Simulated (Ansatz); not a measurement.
**Molecular dynamics of BSiH6ClO (part 1 of 4)**

BSiH6ClO, computed with RKS LDA/6-31G* (Ansatz 0.2.0).

It belongs to a series of runs on one base structure; here: dynamics from the highest image of the converged band.

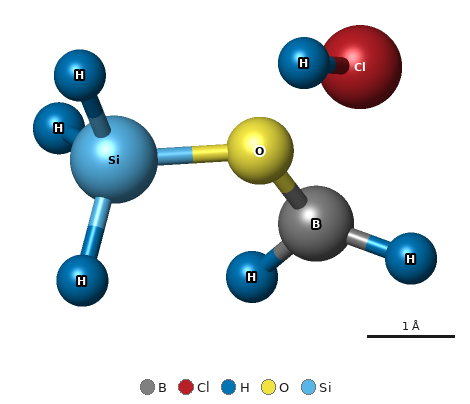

*The input geometry (ball-and-stick view, seen at a tilt).*

## Results in brief

```csv
quantity,value
outcome,finished
mean temperature over the second half,376 K
trajectory,"200 steps, 100 fs"
ensemble,nve
temperature in the input,300.0 K
time step,0.5 fs
potential energy (last step),−23125.2320 eV
mean-field energy (last step),−23125.2320 eV
largest force (length of the vector) (last step),1.162 eV/Å
hardware,"1 thread of Intel Xeon (Granite Rapids), 32 GiB of memory available, shared host"
wall time,2.7 min
peak memory,0.13 GiB
```

## Remarks

So short a trajectory is not equilibrated.

## Input file
```yaml
crystal:
  periodic: [false, false, false]
  atoms:
    - { symbol: B, position_ang: [0.034202, -0.314381, -0.016532] }
    - { symbol: Cl, position_ang: [-0.159158, -0.030088, 2.143894] }
    - { symbol: H, position_ang: [0.96001, 0.414342, -0.260531] }
    - { symbol: H, position_ang: [-1.079867, -0.110204, -0.447291] }
    - { symbol: O, position_ang: [0.387036, -1.717242, 0.225575] }
    - { symbol: Si, position_ang: [-0.721617, -2.894672, -0.270361] }
    - { symbol: H, position_ang: [-0.132754, -4.21311, 0.12014] }
    - { symbol: H, position_ang: [-2.036374, -2.673584, 0.417764] }
    - { symbol: H, position_ang: [-0.882639, -2.806124, -1.754968] }
    - { symbol: H, position_ang: [0.291562, -1.278434, 1.560711] }
basis:
  gaussian: { orbitals: "6-31G*" }
hamiltonian:
  xc: lda
md:
  timestep: 0.5
  n_steps: 200
  ensemble: nve
  temperature: 300.0
  initial_velocities: maxwell_boltzmann
  seed: 3604
```

Command:
```bash
ansatz run input.yaml --threads 1 --pin off --max-ram 2048MiB --backend cpu --events-out ev --progress --plain --runs-dir out
```

## Output
```
Engine: ansatz 0.2.0, x86_64-unknown-linux-gnu
Functional definition: SPW92
  exchange = slater_x
  correlation = pw_c
985 factors; their error is unknown
mean field evaluation 1: about -23120.8381 eV, gradient 4.7e1 eV
mean field evaluation 2: about -23099.9344 eV, gradient 1.1e2 eV
mean field evaluation 4: about -23125.1595 eV, gradient 4.4e0 eV
mean field evaluation 8: about -23125.2111 eV, gradient 6.8e-2 eV
mean field evaluation 16: about -23125.1460 eV, gradient 5.5e-5 eV
mean field -23125.14596872 eV, -849.8334395635 hartree, gradient 5.5e-5 eV, S^2 0.000000; 0 other end points of the search recorded, 0 dependent functions left out
the calculation of the forces begins
reference -23125.14600108 eV, -849.8334407526 hartree; 25, 25 occupied and 55, 55 virtual orbitals, 985 factors
md step     0: t =     0.00 fs  T =   300.0 K  F+E_penalty+E_count = -23125.14596872 eV  E_kin = 0.310224 eV  conserved = -23124.83574472 eV  (24 SCF iters)
these checks for a lower state are left out or cut short: starts, cluster_reference, orbital_swaps, neighbouring_geometries, increment
985 factors; their error is unknown
mean field -23125.14156776 eV, -849.8332778314 hartree, gradient 1.8e-5 eV, S^2 0.000000; 0 other end points of the search recorded, 0 dependent functions left out
the calculation of the forces begins
reference -23125.14160010 eV, -849.8332790197 hartree; 25, 25 occupied and 55, 55 virtual orbitals, 985 factors
md step     1: t =     0.50 fs  T =   295.8 K  F+E_penalty+E_count = -23125.14156776 eV  E_kin = 0.305854 eV  conserved = -23124.83571422 eV  (29 SCF iters)
[... from here on the SCF iterations and repeated set-up lines of each step are left out, up to the last step ...]
md step     2: t =     1.00 fs  T =   284.4 K  F+E_penalty+E_count = -23125.12976357 eV  E_kin = 0.294132 eV  conserved = -23124.83563183 eV  (29 SCF iters)
md step     3: t =     1.50 fs  T =   267.2 K  F+E_penalty+E_count = -23125.11184770 eV  E_kin = 0.276334 eV  conserved = -23124.83551337 eV  (29 SCF iters)
md step     4: t =     2.00 fs  T =   245.9 K  F+E_penalty+E_count = -23125.08969145 eV  E_kin = 0.254312 eV  conserved = -23124.83537905 eV  (29 SCF iters)
md step     5: t =     2.50 fs  T =   222.6 K  F+E_penalty+E_count = -23125.06542474 eV  E_kin = 0.230174 eV  conserved = -23124.83525064 eV  (29 SCF iters)
md step     6: t =     3.00 fs  T =   199.2 K  F+E_penalty+E_count = -23125.04109609 eV  E_kin = 0.205951 eV  conserved = -23124.83514531 eV  (28 SCF iters)
md step     7: t =     3.50 fs  T =   177.3 K  F+E_penalty+E_count = -23125.01839635 eV  E_kin = 0.183323 eV  conserved = -23124.83507320 eV  (29 SCF iters)
md step     8: t =     4.00 fs  T =   158.1 K  F+E_penalty+E_count = -23124.99849582 eV  E_kin = 0.163460 eV  conserved = -23124.83503593 eV  (29 SCF iters)
md step     9: t =     4.50 fs  T =   142.1 K  F+E_penalty+E_count = -23124.98201081 eV  E_kin = 0.146982 eV  conserved = -23124.83502867 eV  (29 SCF iters)
md step    10: t =     5.00 fs  T =   129.6 K  F+E_penalty+E_count = -23124.96907390 eV  E_kin = 0.134031 eV  conserved = -23124.83504295 eV  (29 SCF iters)
md step    11: t =     5.50 fs  T =   120.3 K  F+E_penalty+E_count = -23124.95946421 eV  E_kin = 0.124394 eV  conserved = -23124.83506999 eV  (29 SCF iters)
md step    12: t =     6.00 fs  T =   113.8 K  F+E_penalty+E_count = -23124.95275176 eV  E_kin = 0.117650 eV  conserved = -23124.83510165 eV  (29 SCF iters)
md step    13: t =     6.50 fs  T =   109.6 K  F+E_penalty+E_count = -23124.94842892 eV  E_kin = 0.113297 eV  conserved = -23124.83513175 eV  (29 SCF iters)
md step    14: t =     7.00 fs  T =   107.2 K  F+E_penalty+E_count = -23124.94601366 eV  E_kin = 0.110858 eV  conserved = -23124.83515590 eV  (29 SCF iters)
md step    15: t =     7.50 fs  T =   106.3 K  F+E_penalty+E_count = -23124.94512331 eV  E_kin = 0.109952 eV  conserved = -23124.83517124 eV  (29 SCF iters)
md step    16: t =     8.00 fs  T =   106.7 K  F+E_penalty+E_count = -23124.94552076 eV  E_kin = 0.110344 eV  conserved = -23124.83517630 eV  (26 SCF iters)
md step    17: t =     8.50 fs  T =   108.3 K  F+E_penalty+E_count = -23124.94713436 eV  E_kin = 0.111963 eV  conserved = -23124.83517177 eV  (29 SCF iters)
md step    18: t =     9.00 fs  T =   111.1 K  F+E_penalty+E_count = -23124.95004797 eV  E_kin = 0.114888 eV  conserved = -23124.83515966 eV  (29 SCF iters)
md step    19: t =     9.50 fs  T =   115.4 K  F+E_penalty+E_count = -23124.95446284 eV  E_kin = 0.119319 eV  conserved = -23124.83514423 eV  (29 SCF iters)
md step    20: t =    10.00 fs  T =   121.4 K  F+E_penalty+E_count = -23124.96062919 eV  E_kin = 0.125498 eV  conserved = -23124.83513106 eV  (29 SCF iters)
md step    21: t =    10.50 fs  T =   129.2 K  F+E_penalty+E_count = -23124.96875652 eV  E_kin = 0.133630 eV  conserved = -23124.83512633 eV  (28 SCF iters)
md step    22: t =    11.00 fs  T =   139.0 K  F+E_penalty+E_count = -23124.97891688 eV  E_kin = 0.143782 eV  conserved = -23124.83513519 eV  (29 SCF iters)
md step    23: t =    11.50 fs  T =   150.7 K  F+E_penalty+E_count = -23124.99096417 eV  E_kin = 0.155804 eV  conserved = -23124.83516052 eV  (29 SCF iters)
md step    24: t =    12.00 fs  T =   163.7 K  F+E_penalty+E_count = -23125.00449172 eV  E_kin = 0.169290 eV  conserved = -23124.83520137 eV  (29 SCF iters)
md step    25: t =    12.50 fs  T =   177.5 K  F+E_penalty+E_count = -23125.01884726 eV  E_kin = 0.183594 eV  conserved = -23124.83525328 eV  (29 SCF iters)
md step    26: t =    13.00 fs  T =   191.4 K  F+E_penalty+E_count = -23125.03320503 eV  E_kin = 0.197896 eV  conserved = -23124.83530906 eV  (28 SCF iters)
md step    27: t =    13.50 fs  T =   204.4 K  F+E_penalty+E_count = -23125.04667903 eV  E_kin = 0.211318 eV  conserved = -23124.83536103 eV  (28 SCF iters)
md step    28: t =    14.00 fs  T =   215.7 K  F+E_penalty+E_count = -23125.05844356 eV  E_kin = 0.223040 eV  conserved = -23124.83540353 eV  (27 SCF iters)
md step    29: t =    14.50 fs  T =   224.7 K  F+E_penalty+E_count = -23125.06782447 eV  E_kin = 0.232390 eV  conserved = -23124.83543451 eV  (27 SCF iters)
md step    30: t =    15.00 fs  T =   231.0 K  F+E_penalty+E_count = -23125.07433578 eV  E_kin = 0.238880 eV  conserved = -23124.83545576 eV  (28 SCF iters)
md step    31: t =    15.50 fs  T =   234.2 K  F+E_penalty+E_count = -23125.07766007 eV  E_kin = 0.242189 eV  conserved = -23124.83547109 eV  (28 SCF iters)
md step    32: t =    16.00 fs  T =   234.1 K  F+E_penalty+E_count = -23125.07759789 eV  E_kin = 0.242115 eV  conserved = -23124.83548334 eV  (28 SCF iters)
md step    33: t =    16.50 fs  T =   230.7 K  F+E_penalty+E_count = -23125.07403045 eV  E_kin = 0.238539 eV  conserved = -23124.83549146 eV  (28 SCF iters)
md step    34: t =    17.00 fs  T =   223.8 K  F+E_penalty+E_count = -23125.06694040 eV  E_kin = 0.231452 eV  conserved = -23124.83548881 eV  (28 SCF iters)
md step    35: t =    17.50 fs  T =   213.8 K  F+E_penalty+E_count = -23125.05651525 eV  E_kin = 0.221051 eV  conserved = -23124.83546390 eV  (26 SCF iters)
md step    36: t =    18.00 fs  T =   201.1 K  F+E_penalty+E_count = -23125.04331588 eV  E_kin = 0.207912 eV  conserved = -23124.83540346 eV  (27 SCF iters)
md step    37: t =    18.50 fs  T =   186.8 K  F+E_penalty+E_count = -23125.02844931 eV  E_kin = 0.193147 eV  conserved = -23124.83530243 eV  (28 SCF iters)
md step    38: t =    19.00 fs  T =   172.6 K  F+E_penalty+E_count = -23125.01362975 eV  E_kin = 0.178461 eV  conserved = -23124.83516912 eV  (28 SCF iters)
md step    39: t =    19.50 fs  T =   160.5 K  F+E_penalty+E_count = -23125.00103059 eV  E_kin = 0.166002 eV  conserved = -23124.83502889 eV  (28 SCF iters)
md step    40: t =    20.00 fs  T =   152.8 K  F+E_penalty+E_count = -23124.99288410 eV  E_kin = 0.157965 eV  conserved = -23124.83491862 eV  (28 SCF iters)
md step    41: t =    20.50 fs  T =   150.9 K  F+E_penalty+E_count = -23124.99091485 eV  E_kin = 0.156041 eV  conserved = -23124.83487396 eV  (28 SCF iters)
md step    42: t =    21.00 fs  T =   155.6 K  F+E_penalty+E_count = -23124.99580713 eV  E_kin = 0.160894 eV  conserved = -23124.83491284 eV  (28 SCF iters)
md step    43: t =    21.50 fs  T =   166.2 K  F+E_penalty+E_count = -23125.00694186 eV  E_kin = 0.171915 eV  conserved = -23124.83502684 eV  (28 SCF iters)
md step    44: t =    22.00 fs  T =   181.2 K  F+E_penalty+E_count = -23125.02253039 eV  E_kin = 0.187346 eV  conserved = -23124.83518437 eV  (28 SCF iters)
md step    45: t =    22.50 fs  T =   198.0 K  F+E_penalty+E_count = -23125.04009299 eV  E_kin = 0.204748 eV  conserved = -23124.83534516 eV  (28 SCF iters)
md step    46: t =    23.00 fs  T =   214.3 K  F+E_penalty+E_count = -23125.05708043 eV  E_kin = 0.221606 eV  conserved = -23124.83547441 eV  (28 SCF iters)
md step    47: t =    23.50 fs  T =   228.1 K  F+E_penalty+E_count = -23125.07141992 eV  E_kin = 0.235868 eV  conserved = -23124.83555145 eV  (28 SCF iters)
md step    48: t =    24.00 fs  T =   238.2 K  F+E_penalty+E_count = -23125.08184908 eV  E_kin = 0.246278 eV  conserved = -23124.83557067 eV  (28 SCF iters)
md step    49: t =    24.50 fs  T =   244.2 K  F+E_penalty+E_count = -23125.08801577 eV  E_kin = 0.252478 eV  conserved = -23124.83553826 eV  (28 SCF iters)
md step    50: t =    25.00 fs  T =   246.5 K  F+E_penalty+E_count = -23125.09039287 eV  E_kin = 0.254926 eV  conserved = -23124.83546656 eV  (28 SCF iters)
md step    51: t =    25.50 fs  T =   246.3 K  F+E_penalty+E_count = -23125.09008124 eV  E_kin = 0.254709 eV  conserved = -23124.83537247 eV  (28 SCF iters)
md step    52: t =    26.00 fs  T =   244.9 K  F+E_penalty+E_count = -23125.08854728 eV  E_kin = 0.253274 eV  conserved = -23124.83527354 eV  (28 SCF iters)
md step    53: t =    26.50 fs  T =   243.8 K  F+E_penalty+E_count = -23125.08733427 eV  E_kin = 0.252146 eV  conserved = -23124.83518788 eV  (28 SCF iters)
md step    54: t =    27.00 fs  T =   244.3 K  F+E_penalty+E_count = -23125.08776757 eV  E_kin = 0.252634 eV  conserved = -23124.83513333 eV  (26 SCF iters)
md step    55: t =    27.50 fs  T =   247.1 K  F+E_penalty+E_count = -23125.09068192 eV  E_kin = 0.255559 eV  conserved = -23124.83512273 eV  (27 SCF iters)
md step    56: t =    28.00 fs  T =   252.5 K  F+E_penalty+E_count = -23125.09621919 eV  E_kin = 0.261057 eV  conserved = -23124.83516259 eV  (27 SCF iters)
md step    57: t =    28.50 fs  T =   259.6 K  F+E_penalty+E_count = -23125.10373650 eV  E_kin = 0.268487 eV  conserved = -23124.83524918 eV  (27 SCF iters)
md step    58: t =    29.00 fs  T =   267.4 K  F+E_penalty+E_count = -23125.11187141 eV  E_kin = 0.276503 eV  conserved = -23124.83536884 eV  (28 SCF iters)
md step    59: t =    29.50 fs  T =   273.9 K  F+E_penalty+E_count = -23125.11877772 eV  E_kin = 0.283283 eV  conserved = -23124.83549521 eV  (28 SCF iters)
md step    60: t =    30.00 fs  T =   277.5 K  F+E_penalty+E_count = -23125.12253533 eV  E_kin = 0.286940 eV  conserved = -23124.83559517 eV  (28 SCF iters)
md step    61: t =    30.50 fs  T =   276.6 K  F+E_penalty+E_count = -23125.12167427 eV  E_kin = 0.286041 eV  conserved = -23124.83563361 eV  (28 SCF iters)
md step    62: t =    31.00 fs  T =   270.9 K  F+E_penalty+E_count = -23125.11571338 eV  E_kin = 0.280129 eV  conserved = -23124.83558476 eV  (28 SCF iters)
md step    63: t =    31.50 fs  T =   261.2 K  F+E_penalty+E_count = -23125.10554071 eV  E_kin = 0.270096 eV  conserved = -23124.83544466 eV  (28 SCF iters)
md step    64: t =    32.00 fs  T =   249.7 K  F+E_penalty+E_count = -23125.09343872 eV  E_kin = 0.258196 eV  conserved = -23124.83524271 eV  (28 SCF iters)
md step    65: t =    32.50 fs  T =   239.4 K  F+E_penalty+E_count = -23125.08261116 eV  E_kin = 0.247574 eV  conserved = -23124.83503752 eV  (28 SCF iters)
md step    66: t =    33.00 fs  T =   233.4 K  F+E_penalty+E_count = -23125.07627404 eV  E_kin = 0.241377 eV  conserved = -23124.83489680 eV  (28 SCF iters)
md step    67: t =    33.50 fs  T =   233.8 K  F+E_penalty+E_count = -23125.07662587 eV  E_kin = 0.241760 eV  conserved = -23124.83486568 eV  (29 SCF iters)
md step    68: t =    34.00 fs  T =   241.0 K  F+E_penalty+E_count = -23125.08416068 eV  E_kin = 0.249215 eV  conserved = -23124.83494583 eV  (28 SCF iters)
md step    69: t =    34.50 fs  T =   253.9 K  F+E_penalty+E_count = -23125.09764645 eV  E_kin = 0.262551 eV  conserved = -23124.83509562 eV  (28 SCF iters)
md step    70: t =    35.00 fs  T =   270.3 K  F+E_penalty+E_count = -23125.11474514 eV  E_kin = 0.279489 eV  conserved = -23124.83525584 eV  (28 SCF iters)
md step    71: t =    35.50 fs  T =   287.7 K  F+E_penalty+E_count = -23125.13291323 eV  E_kin = 0.297535 eV  conserved = -23124.83537857 eV  (28 SCF iters)
md step    72: t =    36.00 fs  T =   304.3 K  F+E_penalty+E_count = -23125.15015393 eV  E_kin = 0.314712 eV  conserved = -23124.83544149 eV  (28 SCF iters)
md step    73: t =    36.50 fs  T =   319.1 K  F+E_penalty+E_count = -23125.16537856 eV  E_kin = 0.329929 eV  conserved = -23124.83544940 eV  (26 SCF iters)
md step    74: t =    37.00 fs  T =   331.6 K  F+E_penalty+E_count = -23125.17836849 eV  E_kin = 0.342947 eV  conserved = -23124.83542117 eV  (28 SCF iters)
md step    75: t =    37.50 fs  T =   342.4 K  F+E_penalty+E_count = -23125.18949942 eV  E_kin = 0.354120 eV  conserved = -23124.83537903 eV  (28 SCF iters)
md step    76: t =    38.00 fs  T =   352.1 K  F+E_penalty+E_count = -23125.19939804 eV  E_kin = 0.364057 eV  conserved = -23124.83534092 eV  (28 SCF iters)
md step    77: t =    38.50 fs  T =   361.0 K  F+E_penalty+E_count = -23125.20864938 eV  E_kin = 0.373330 eV  conserved = -23124.83531912 eV  (28 SCF iters)
md step    78: t =    39.00 fs  T =   369.7 K  F+E_penalty+E_count = -23125.21759508 eV  E_kin = 0.382275 eV  conserved = -23124.83531989 eV  (27 SCF iters)
md step    79: t =    39.50 fs  T =   378.0 K  F+E_penalty+E_count = -23125.22622268 eV  E_kin = 0.390877 eV  conserved = -23124.83534529 eV  (27 SCF iters)
md step    80: t =    40.00 fs  T =   385.6 K  F+E_penalty+E_count = -23125.23412605 eV  E_kin = 0.398732 eV  conserved = -23124.83539407 eV  (28 SCF iters)
md step    81: t =    40.50 fs  T =   391.7 K  F+E_penalty+E_count = -23125.24052783 eV  E_kin = 0.405066 eV  conserved = -23124.83546172 eV  (28 SCF iters)
md step    82: t =    41.00 fs  T =   395.4 K  F+E_penalty+E_count = -23125.24436793 eV  E_kin = 0.408831 eV  conserved = -23124.83553688 eV  (28 SCF iters)
md step    83: t =    41.50 fs  T =   395.4 K  F+E_penalty+E_count = -23125.24448610 eV  E_kin = 0.408883 eV  conserved = -23124.83560273 eV  (28 SCF iters)
md step    84: t =    42.00 fs  T =   390.9 K  F+E_penalty+E_count = -23125.23990573 eV  E_kin = 0.404270 eV  conserved = -23124.83563535 eV  (28 SCF iters)
md step    85: t =    42.50 fs  T =   381.6 K  F+E_penalty+E_count = -23125.23021123 eV  E_kin = 0.394602 eV  conserved = -23124.83560970 eV  (28 SCF iters)
md step    86: t =    43.00 fs  T =   367.9 K  F+E_penalty+E_count = -23125.21593103 eV  E_kin = 0.380422 eV  conserved = -23124.83550908 eV  (28 SCF iters)
md step    87: t =    43.50 fs  T =   351.4 K  F+E_penalty+E_count = -23125.19876565 eV  E_kin = 0.363426 eV  conserved = -23124.83534009 eV  (28 SCF iters)
md step    88: t =    44.00 fs  T =   334.9 K  F+E_penalty+E_count = -23125.18145226 eV  E_kin = 0.346311 eV  conserved = -23124.83514090 eV  (28 SCF iters)
md step    89: t =    44.50 fs  T =   321.2 K  F+E_penalty+E_count = -23125.16714910 eV  E_kin = 0.332174 eV  conserved = -23124.83497480 eV  (28 SCF iters)
md step    90: t =    45.00 fs  T =   312.9 K  F+E_penalty+E_count = -23125.15845861 eV  E_kin = 0.323555 eV  conserved = -23124.83490347 eV  (28 SCF iters)
md step    91: t =    45.50 fs  T =   310.9 K  F+E_penalty+E_count = -23125.15649231 eV  E_kin = 0.321539 eV  conserved = -23124.83495380 eV  (28 SCF iters)
md step    92: t =    46.00 fs  T =   314.6 K  F+E_penalty+E_count = -23125.16046795 eV  E_kin = 0.325367 eV  conserved = -23124.83510107 eV  (26 SCF iters)
md step    93: t =    46.50 fs  T =   321.8 K  F+E_penalty+E_count = -23125.16808494 eV  E_kin = 0.332803 eV  conserved = -23124.83528188 eV  (28 SCF iters)
md step    94: t =    47.00 fs  T =   329.8 K  F+E_penalty+E_count = -23125.17648568 eV  E_kin = 0.341058 eV  conserved = -23124.83542749 eV  (28 SCF iters)
md step    95: t =    47.50 fs  T =   336.4 K  F+E_penalty+E_count = -23125.18331089 eV  E_kin = 0.347816 eV  conserved = -23124.83549459 eV  (28 SCF iters)
md step    96: t =    48.00 fs  T =   340.3 K  F+E_penalty+E_count = -23125.18739170 eV  E_kin = 0.351916 eV  conserved = -23124.83547529 eV  (28 SCF iters)
md step    97: t =    48.50 fs  T =   341.9 K  F+E_penalty+E_count = -23125.18890333 eV  E_kin = 0.353513 eV  conserved = -23124.83539017 eV  (28 SCF iters)
md step    98: t =    49.00 fs  T =   342.1 K  F+E_penalty+E_count = -23125.18907662 eV  E_kin = 0.353804 eV  conserved = -23124.83527241 eV  (28 SCF iters)
md step    99: t =    49.50 fs  T =   342.9 K  F+E_penalty+E_count = -23125.18969396 eV  E_kin = 0.354539 eV  conserved = -23124.83515494 eV  (28 SCF iters)
md step   100: t =    50.00 fs  T =   345.7 K  F+E_penalty+E_count = -23125.19257036 eV  E_kin = 0.357507 eV  conserved = -23124.83506300 eV  (28 SCF iters)
md step   101: t =    50.50 fs  T =   352.1 K  F+E_penalty+E_count = -23125.19913756 eV  E_kin = 0.364124 eV  conserved = -23124.83501383 eV  (27 SCF iters)
md step   102: t =    51.00 fs  T =   362.8 K  F+E_penalty+E_count = -23125.21016100 eV  E_kin = 0.375145 eV  conserved = -23124.83501628 eV  (27 SCF iters)
md step   103: t =    51.50 fs  T =   377.6 K  F+E_penalty+E_count = -23125.22558504 eV  E_kin = 0.390512 eV  conserved = -23124.83507303 eV  (28 SCF iters)
md step   104: t =    52.00 fs  T =   395.8 K  F+E_penalty+E_count = -23125.24448618 eV  E_kin = 0.409305 eV  conserved = -23124.83518084 eV  (28 SCF iters)
md step   105: t =    52.50 fs  T =   415.6 K  F+E_penalty+E_count = -23125.26513341 eV  E_kin = 0.429804 eV  conserved = -23124.83532910 eV  (28 SCF iters)
```
